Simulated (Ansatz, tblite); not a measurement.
# The cluster Cu2S: charged states by level of theory

Aim: the energy of removing and adding an electron for the cluster Cu2S, by energy differences, and how well orbital energies stand in for it.

Computed with Ansatz 0.2.0, Gaussian basis. Level: as each input shows.

Levels to be run: charge +1 doublet, at the geometry of the singlet (PBE0-D4/def2-TZVP, PBE-D4/def2-TZVP, r2SCAN-D4/def2-TZVP, CCSD(T)/def2-TZVPP); charge -1 doublet, at the geometry of the singlet (PBE0-D4/def2-TZVPD, PBE-D4/def2-TZVPD, r2SCAN-D4/def2-TZVPD, CCSD(T)/def2-TZVPD); the starting singlet's energies come from earlier runs.

3 further runs of the same task are left out: 3 set aside as unsound or not needed. Runs told in other sessions of the task aren't counted.

## (1) The structure

The singlet was relaxed beforehand with B3LYP-D4/def2-TZVP. At that level it is the lowest of the isomers that a small search found.

3 atoms, charge 0, spin multiplicity 1.

Atoms are counted from 1 here; the program's logs count them from 0.

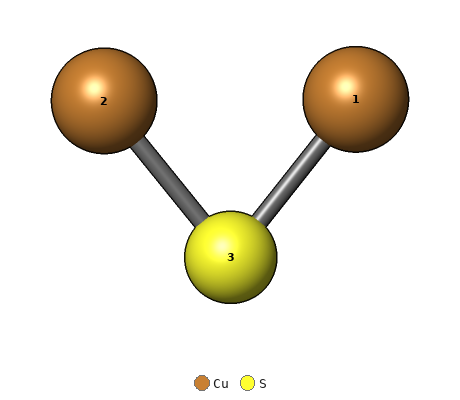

The geometry (copper orange, sulfur yellow); atoms are numbered from 1 in the order of the file.

No spin-orbit coupling is included.

## (2) Charge +1 doublet at the fixed geometry, PBE0-D4/def2-TZVP

Input file in.yaml:

```yaml
crystal:
  periodic: [false, false, false]
  atoms:
    - {symbol: Cu, position_ang: [0.566577, 1.186038, -0.576570]}
    - {symbol: Cu, position_ang: [0.123745, -0.667226, 1.264757]}
    - {symbol: S, position_ang: [-0.690322, -0.518802, -0.688187]}
basis:
  gaussian: {orbitals: def2-TZVP}
total_charge: 1
magnetization: {spin_polarized: true, initial_magnetization: 1}
hamiltonian: {xc: pbe0, dispersion: d4}
output: {orbitals: {seedname: orbitals}}
```

Launch:

```
$ ansatz run in.yaml --threads 4 --pin off --events-out ev --progress --plain --max-ram 3916MiB
```

What it wrote:

```text
Functional definition: PBE0
  name "PBE0"
  cite "Adamo & Barone, J. Chem. Phys. 110, 6158 (1999) doi:10.1063/1.478522"
  cite "Perdew, Burke & Ernzerhof, Phys. Rev. Lett. 77, 3865 (1996) doi:10.1103/PhysRevLett.77.3865"
  parent pbe
  parameter a = 0.25
  parameter kappa = 0.804
  parameter beta = 0.06672455060314922
  exchange = (1 - a)*pbe_x(kappa = kappa, mu = beta*pi^2/3) + a*exact_x
  correlation = pbe_c(beta = beta)
1163 factors; integrals over basis functions are off by at most 6.3e-4 eV
mean field evaluation 1: about -100066.7026 eV, gradient 1.3e2 eV
mean field evaluation 2: about -98816.3588 eV, gradient 6.4e2 eV
mean field evaluation 4: about -100087.8277 eV, gradient 4.4e1 eV
mean field evaluation 8: about -100093.8648 eV, gradient 5.4e-1 eV
mean field evaluation 16: about -100094.0001 eV, gradient 1.9e-3 eV
mean field evaluation 32: about -100093.8383 eV, gradient 1.9e0 eV
mean field -100094.00008298 eV, -3678.3866568994 hartree, gradient 1.5e-5 eV, S^2 0.756726; 2 other end points of the search recorded, 0 dependent functions left out
reference -100094.00011366 eV, -3678.3866580268 hartree; 37, 36 occupied and 90, 91 virtual orbitals, 1163 factors
Total energy: -100094.07803153 eV, -3678.3895214559 hartree
```

Run time: 4.2 s. Hardware: 4 threads of Arm Neoverse V1, shared host.

Report: HOMO -12.59 eV, LUMO -9.57 eV (over both spins); ⟨S²⟩ 0.757 (pure: 0.75).

## (3) Charge +1 doublet at the fixed geometry, PBE-D4/def2-TZVP

start.molden holds the orbitals of an earlier run on this state, given as this run's starting guess.

Edit in.yaml of step 2 so:

```diff
@@ -7,6 +7,7 @@
 basis:
-  gaussian: {orbitals: def2-TZVP}
+  gaussian: {orbitals: def2-TZVP, initial_orbitals: start.molden}
 total_charge: 1
 magnetization: {spin_polarized: true, initial_magnetization: 1}
-hamiltonian: {xc: pbe0, dispersion: d4}
+hamiltonian: {xc: pbe, dispersion: d4}
+scf: {omitted_lower_state_checks: [starts]}
 output: {orbitals: {seedname: orbitals}}
```

Same command.

What it wrote:

```text
Functional definition: PBE
  name "PBE"
  cite "Perdew, Burke & Ernzerhof, Phys. Rev. Lett. 77, 3865 (1996) doi:10.1103/PhysRevLett.77.3865"
  parent pbe
  parameter kappa = 0.804
  parameter beta = 0.06672455060314922
  exchange = pbe_x(kappa = kappa, mu = beta*pi^2/3)
  correlation = pbe_c(beta = beta)
these checks for a lower state are left out or cut short: starts
1167 factors; their error is unknown
mean field evaluation 1: about -100093.2437 eV, gradient 8.9e0 eV
mean field evaluation 2: about -100093.5318 eV, gradient 6.5e-1 eV
mean field evaluation 4: about -100093.4788 eV, gradient 5.5e-2 eV
mean field evaluation 8: about -100093.4788 eV, gradient 6.2e-5 eV
mean field -100093.47876679 eV, -3678.3674988829 hartree, gradient 1.6e-5 eV, S^2 0.753729; 0 other end points of the search recorded, 0 dependent functions left out
reference -100093.47880854 eV, -3678.3675004172 hartree; 37, 36 occupied and 90, 91 virtual orbitals, 1167 factors
Total energy: -100093.57187148 eV, -3678.3709204170 hartree
Checks for a lower state left out: starts
```

It took 2.2 s on 4 threads of Arm Neoverse V1, shared host.

Report: HOMO -11.42 eV, LUMO -10.80 eV (over both spins); ⟨S²⟩ 0.754 (pure: 0.75).

## (4) Charge +1 doublet at the fixed geometry, r2SCAN-D4/def2-TZVP

Edit in.yaml of step 3 so:

```diff
@@ -10,3 +10,3 @@
 magnetization: {spin_polarized: true, initial_magnetization: 1}
-hamiltonian: {xc: pbe, dispersion: d4}
+hamiltonian: {xc: r2scan, dispersion: d4}
 scf: {omitted_lower_state_checks: [starts]}
```

The command is unchanged.

What it wrote:

```text
Functional definition: r2SCAN
  name "r2SCAN"
  cite "Furness, Kaplan, Ning, Perdew & Sun, J. Phys. Chem. Lett. 11, 8208 (2020) doi:10.1021/acs.jpclett.0c02405"
  cite "Furness, Kaplan, Ning, Perdew & Sun, J. Phys. Chem. Lett. 11, 9248 (2020) doi:10.1021/acs.jpclett.0c03077"
  parent r2scan
  parameter k0 = 0.174
  parameter k1 = 0.065
  parameter a1 = 4.9479
  exchange = r2scan_x(k0 = k0, k1 = k1, a1 = a1)
  correlation = r2scan_c
these checks for a lower state are left out or cut short: starts
1167 factors; their error is unknown
mean field evaluation 1: about -100109.6524 eV, gradient 6.0e0 eV
mean field evaluation 2: about -100109.7783 eV, gradient 4.1e-1 eV
mean field evaluation 4: about -100109.7246 eV, gradient 8.2e-2 eV
mean field evaluation 8: about -100109.7246 eV, gradient 1.8e-5 eV
mean field -100109.72462819 eV, -3678.9645232775 hartree, gradient 1.8e-5 eV, S^2 0.757344; 0 other end points of the search recorded, 0 dependent functions left out
reference -100109.72464409 eV, -3678.9645238617 hartree; 37, 36 occupied and 90, 91 virtual orbitals, 1167 factors
Total energy: -100109.74138957 eV, -3678.9651392468 hartree
Checks for a lower state left out: starts
```

It took 6 s on 4 threads of Arm Neoverse V1, shared host.

HOMO -11.44 eV, LUMO -10.44 eV (over both spins); ⟨S²⟩ 0.757 (pure: 0.75).

## (5) Charge +1 doublet at the fixed geometry, CCSD(T)/def2-TZVPP

Input file in.yaml:

```yaml
crystal:
  periodic: [false, false, false]
  atoms:
    - {symbol: Cu, position_ang: [0.566577, 1.186038, -0.576570]}
    - {symbol: Cu, position_ang: [0.123745, -0.667226, 1.264757]}
    - {symbol: S, position_ang: [-0.690322, -0.518802, -0.688187]}
basis:
  gaussian: {orbitals: def2-TZVPP, initial_orbitals: start.molden}
total_charge: 1
magnetization: {spin_polarized: true, initial_magnetization: 1}
correlation: {method: ccsd_t, frozen_orbitals: {Cu: 9, S: 5}}
scf: {omitted_lower_state_checks: [starts, cluster_reference]}
output: {orbitals: {seedname: orbitals}}
```

Launched as before.

What it wrote (excerpt; [...] marks lines left out):

```text
Functional definition: HF
  name "HF"
  cite "Fock, Z. Phys. 61, 126 (1930) doi:10.1007/BF01340294"
  parent pbe
[...]
1149 factors; integrals over basis functions are off by at most 8.2e-4 eV
[...]
mean field -100007.81411225 eV, -3675.2193808940 hartree, gradient 9.0e-6 eV, S^2 0.763672; 0 other end points of the search recorded, 0 dependent functions left out
23 core orbitals not correlated: weight in the atoms' cores, before any rotation towards them, 1.000 or more for the frozen orbitals, at most 0.000 for the correlated occupied ones
reference -100007.81411225 eV, -3675.2193808940 hartree; 14, 13 occupied and 133, 134 virtual orbitals, 1149 factors
second order -30.96917048 eV of doubles, -0.00000000 eV of singles
cycle   1  -25.91288621 eV  change     5.1e0 eV  update   2.5e-1
[...]
cycle  15  -27.79733673 eV  change    1.2e-5 eV  update   3.2e-5
perturbative correction -1.29113114 eV, -0.0474481941 hartree
Total energy: -100036.90258011 eV, -3676.2883623711 hartree
Checks for a lower state left out: starts, cluster_reference
```

Run time: 19 s. Hardware: 4 threads of Arm Neoverse V1, shared host; peak memory 1.7 GiB.

From the report: Hartree-Fock HOMO -15.21 eV, LUMO -4.82 eV (over both spins); ⟨S²⟩ 0.764 (pure: 0.75); T1 0.033.

## (6) Vertical ionisation energy

Charged state less starting state, singlet to doublet; the starting state's energies are those of its earlier runs.

Differences are taken before rounding.

| method | vertical ionisation energy (eV) | from CCSD(T)/def2-TZVPP (eV) | time |
| --- | --- | --- | --- |
| HF/def2-TZVPP | 6.05 | -1.54 |  |
| PBE-D4/def2-TZVP | 7.73 | +0.14 | 3.2 s |
| r2SCAN-D4/def2-TZVP | 7.64 | +0.04 | 9.2 s |
| PBE0-D4/def2-TZVP | 7.62 | +0.03 | 7 s |
| MP2/def2-TZVPP | 7.84 | +0.25 |  |
| CCSD/def2-TZVPP | 7.41 | -0.18 |  |
| CCSD(T)/def2-TZVPP | 7.59 | 0 | 26 s |

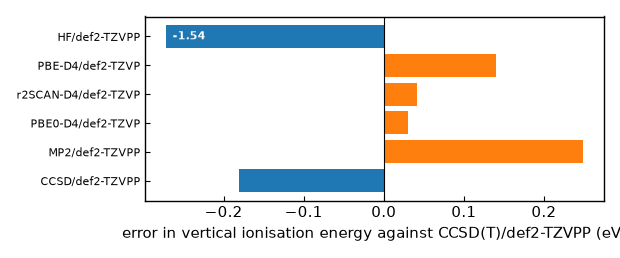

Error of each method against CCSD(T)/def2-TZVPP. Bars with a number in them are cut short.

Times add the two runs; a level without a time comes out of a correlated run.

Beside −ε(HOMO) of the starting state:

| level | −ε(HOMO) (eV) | by difference (eV) | mismatch (eV) |
| --- | --- | --- | --- |
| PBE-D4/def2-TZVP | 4.70 | 7.73 | -3.03 |
| r2SCAN-D4/def2-TZVP | 4.78 | 7.64 | -2.85 |
| PBE0-D4/def2-TZVP | 5.69 | 7.62 | -1.94 |

## (7) Charge -1 doublet at the fixed geometry, PBE0-D4/def2-TZVPD

Input file in.yaml:

```yaml
crystal:
  periodic: [false, false, false]
  atoms:
    - {symbol: Cu, position_ang: [0.566577, 1.186038, -0.576570]}
    - {symbol: Cu, position_ang: [0.123745, -0.667226, 1.264757]}
    - {symbol: S, position_ang: [-0.690322, -0.518802, -0.688187]}
basis:
  gaussian: {orbitals: def2-TZVPD}
total_charge: -1
magnetization: {spin_polarized: true, initial_magnetization: 1}
hamiltonian: {xc: pbe0, dispersion: d4}
output: {orbitals: {seedname: orbitals}}
```

Same command.

What it wrote (excerpt; [...] marks lines left out):

```text
Functional definition: PBE0
  name "PBE0"
  cite "Adamo & Barone, J. Chem. Phys. 110, 6158 (1999) doi:10.1063/1.478522"
  cite "Perdew, Burke & Ernzerhof, Phys. Rev. Lett. 77, 3865 (1996) doi:10.1103/PhysRevLett.77.3865"
  parent pbe
[...]
1231 factors; integrals over basis functions are off by at most 5.6e-4 eV
[...]
mean field -100102.84073930 eV, -3678.7115450268 hartree, gradient 2.2e-5 eV, S^2 0.760979; 5 other end points of the search recorded, 0 dependent functions left out
reference -100102.84076556 eV, -3678.7115459920 hartree; 38, 37 occupied and 104, 105 virtual orbitals, 1231 factors
Total energy: -100102.92876462 eV, -3678.7147798978 hartree
```

Wall time 14 s (4 threads of Arm Neoverse V1, shared host); peak memory 0.63 GiB.

HOMO 0.31 eV, LUMO 1.78 eV (over both spins); ⟨S²⟩ 0.761 (pure: 0.75). Doubts: highest occupied level lies above zero.

## (8) Charge -1 doublet at the fixed geometry, PBE-D4/def2-TZVPD

Edit in.yaml of step 7 so:

```diff
@@ -7,6 +7,7 @@
 basis:
-  gaussian: {orbitals: def2-TZVPD}
+  gaussian: {orbitals: def2-TZVPD, initial_orbitals: start.molden}
 total_charge: -1
 magnetization: {spin_polarized: true, initial_magnetization: 1}
-hamiltonian: {xc: pbe0, dispersion: d4}
+hamiltonian: {xc: pbe, dispersion: d4}
+scf: {omitted_lower_state_checks: [starts]}
 output: {orbitals: {seedname: orbitals}}
```

Same command.

What it wrote:

```text
Functional definition: PBE
  name "PBE"
  cite "Perdew, Burke & Ernzerhof, Phys. Rev. Lett. 77, 3865 (1996) doi:10.1103/PhysRevLett.77.3865"
  parent pbe
  parameter kappa = 0.804
  parameter beta = 0.06672455060314922
  exchange = pbe_x(kappa = kappa, mu = beta*pi^2/3)
  correlation = pbe_c(beta = beta)
these checks for a lower state are left out or cut short: starts
1231 factors; their error is unknown
mean field evaluation 1: about -100102.4041 eV, gradient 9.0e0 eV
mean field evaluation 2: about -100102.6545 eV, gradient 4.9e-1 eV
mean field evaluation 4: about -100102.6274 eV, gradient 4.8e-2 eV
mean field evaluation 8: about -100102.6274 eV, gradient 6.7e-5 eV
mean field -100102.62741379 eV, -3678.7037054588 hartree, gradient 1.4e-5 eV, S^2 0.756794; 0 other end points of the search recorded, 0 dependent functions left out
reference -100102.62744801 eV, -3678.7037067163 hartree; 38, 37 occupied and 104, 105 virtual orbitals, 1231 factors
Total energy: -100102.73257096 eV, -3678.7075699137 hartree
Checks for a lower state left out: starts
```

Run time: 2.5 s. Hardware: 4 threads of Arm Neoverse V1, shared host.

From the report: HOMO 0.80 eV, LUMO 1.24 eV (over both spins); ⟨S²⟩ 0.757 (pure: 0.75). Doubts: highest occupied level lies above zero.

## (9) Charge -1 doublet at the fixed geometry, r2SCAN-D4/def2-TZVPD

Edit in.yaml of step 8 so:

```diff
@@ -10,3 +10,3 @@
 magnetization: {spin_polarized: true, initial_magnetization: 1}
-hamiltonian: {xc: pbe, dispersion: d4}
+hamiltonian: {xc: r2scan, dispersion: d4}
 scf: {omitted_lower_state_checks: [starts]}
```

The command is unchanged.

What it wrote:

```text
Functional definition: r2SCAN
  name "r2SCAN"
  cite "Furness, Kaplan, Ning, Perdew & Sun, J. Phys. Chem. Lett. 11, 8208 (2020) doi:10.1021/acs.jpclett.0c02405"
  cite "Furness, Kaplan, Ning, Perdew & Sun, J. Phys. Chem. Lett. 11, 9248 (2020) doi:10.1021/acs.jpclett.0c03077"
  parent r2scan
  parameter k0 = 0.174
  parameter k1 = 0.065
  parameter a1 = 4.9479
  exchange = r2scan_x(k0 = k0, k1 = k1, a1 = a1)
  correlation = r2scan_c
these checks for a lower state are left out or cut short: starts
1231 factors; their error is unknown
mean field evaluation 1: about -100118.6687 eV, gradient 6.0e0 eV
mean field evaluation 2: about -100118.7912 eV, gradient 4.5e-1 eV
mean field evaluation 4: about -100118.7644 eV, gradient 7.9e-2 eV
mean field evaluation 8: about -100118.7644 eV, gradient 1.6e-5 eV
mean field -100118.76439860 eV, -3679.2967287125 hartree, gradient 1.6e-5 eV, S^2 0.773891; 0 other end points of the search recorded, 0 dependent functions left out
reference -100118.76443388 eV, -3679.2967300091 hartree; 38, 37 occupied and 104, 105 virtual orbitals, 1231 factors
Total energy: -100118.78336090 eV, -3679.2974255644 hartree
Checks for a lower state left out: starts
```

Run time: 7 s. Hardware: 4 threads of Arm Neoverse V1, shared host.

HOMO 0.60 eV, LUMO 1.13 eV (over both spins); ⟨S²⟩ 0.774 (pure: 0.75). Doubts: highest occupied level lies above zero.

## (10) Charge -1 doublet at the fixed geometry, CCSD(T)/def2-TZVPD

Edit in.yaml of step 9 so:

```diff
@@ -10,4 +10,4 @@
 magnetization: {spin_polarized: true, initial_magnetization: 1}
-hamiltonian: {xc: r2scan, dispersion: d4}
-scf: {omitted_lower_state_checks: [starts]}
+correlation: {method: ccsd_t, frozen_orbitals: {Cu: 9, S: 5}}
+scf: {omitted_lower_state_checks: [starts, cluster_reference]}
 output: {orbitals: {seedname: orbitals}}
```

Launched as before.

What it wrote (excerpt; [...] marks lines left out):

```text
Functional definition: HF
  name "HF"
  cite "Fock, Z. Phys. 61, 126 (1930) doi:10.1007/BF01340294"
  parent pbe
[...]
1231 factors; integrals over basis functions are off by at most 5.6e-4 eV
[...]
mean field -100014.24245121 eV, -3675.4556179936 hartree, gradient 1.1e-6 eV, S^2 0.761586; 0 other end points of the search recorded, 0 dependent functions left out
23 core orbitals not correlated: weight in the atoms' cores, before any rotation towards them, 1.000 or more for the frozen orbitals, at most 0.000 for the correlated occupied ones
reference -100014.24245121 eV, -3675.4556179936 hartree; 15, 14 occupied and 104, 105 virtual orbitals, 1231 factors
second order -28.85455400 eV of doubles, -0.00000000 eV of singles
cycle   1  -23.76567379 eV  change     5.1e0 eV  update   2.9e-1
[...]
cycle  20  -25.88997182 eV  change    4.9e-6 eV  update   1.4e-5
perturbative correction -1.30334714 eV, -0.0478971239 hartree
Total energy: -100041.43577017 eV, -3676.4549540329 hartree
Checks for a lower state left out: starts, cluster_reference
```

It took 15 s on 4 threads of Arm Neoverse V1, shared host; peak memory 1.2 GiB.

From the report: Hartree-Fock HOMO -0.65 eV, LUMO 3.32 eV (over both spins); ⟨S²⟩ 0.762 (pure: 0.75); T1 0.042.

## (11) Vertical electron affinity

Starting state less charged state (positive: the electron is bound), singlet to doublet; the starting state's energies are those of its earlier runs.

Differences are taken before rounding.

| method | vertical electron affinity (eV) | from CCSD(T)/def2-TZVPD (eV) | time |
| --- | --- | --- | --- |
| HF/def2-TZVPD | 0.38 | -0.59 |  |
| PBE-D4/def2-TZVPD | 1.32 | +0.36 | 3.8 s |
| r2SCAN-D4/def2-TZVPD | 1.32 | +0.36 | 10 s |
| PBE0-D4/def2-TZVPD | 1.13 | +0.17 | 16 s |
| MP2/def2-TZVPD | 0.77 | -0.19 |  |
| CCSD/def2-TZVPD | 0.84 | -0.13 |  |
| CCSD(T)/def2-TZVPD | 0.96 | 0 | 19 s |

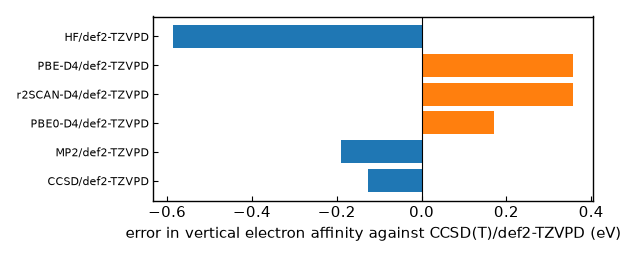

How far each level lands from CCSD(T)/def2-TZVPD.

Times add the two runs; a level without a time comes out of a correlated run.

Beside −ε(LUMO) of the starting state:

| level | −ε(LUMO) (eV) | by difference (eV) | mismatch (eV) |
| --- | --- | --- | --- |
| PBE-D4/def2-TZVPD | 3.50 | 1.32 | +2.19 |
| r2SCAN-D4/def2-TZVPD | 3.26 | 1.32 | +1.94 |
| PBE0-D4/def2-TZVPD | 2.57 | 1.13 | +1.44 |

## (12) Results

```
                                             quantity                               value
 vertical ionisation energy, functionals in def2-TZVP  7.62 (PBE0-D4) to 7.73 eV (PBE-D4)
       vertical ionisation energy, CCSD(T)/def2-TZVPP                             7.59 eV
vertical electron affinity, functionals in def2-TZVPD  1.13 (PBE0-D4) to 1.32 eV (PBE-D4)
       vertical electron affinity, CCSD(T)/def2-TZVPD                             0.96 eV
```

The vertical ionisation energy spans 7.62 to 7.73 eV over the functionals, beside 7.59 eV from CCSD(T)/def2-TZVPP. −ε(HOMO) misses the level's own difference by -1.94 eV at best (PBE0-D4) and -3.03 eV at worst (PBE-D4). CCSD(T)/def2-TZVPP isn't at the basis-set limit; small misses against it rank nothing. The vertical electron affinity spans 1.13 to 1.32 eV over the functionals, beside 0.96 eV from CCSD(T)/def2-TZVPD. The anion's highest level lies above zero where self-interaction lifts it, so diffuse functions weigh on these values. −ε(LUMO) misses the level's own difference by +1.44 eV at best (PBE0-D4) and +2.19 eV at worst (PBE-D4). The charged states' spins were chosen beforehand and needn't be their lowest.

The anion's highest level is positive in at least one run, so there the basis alone may hold the extra electron.
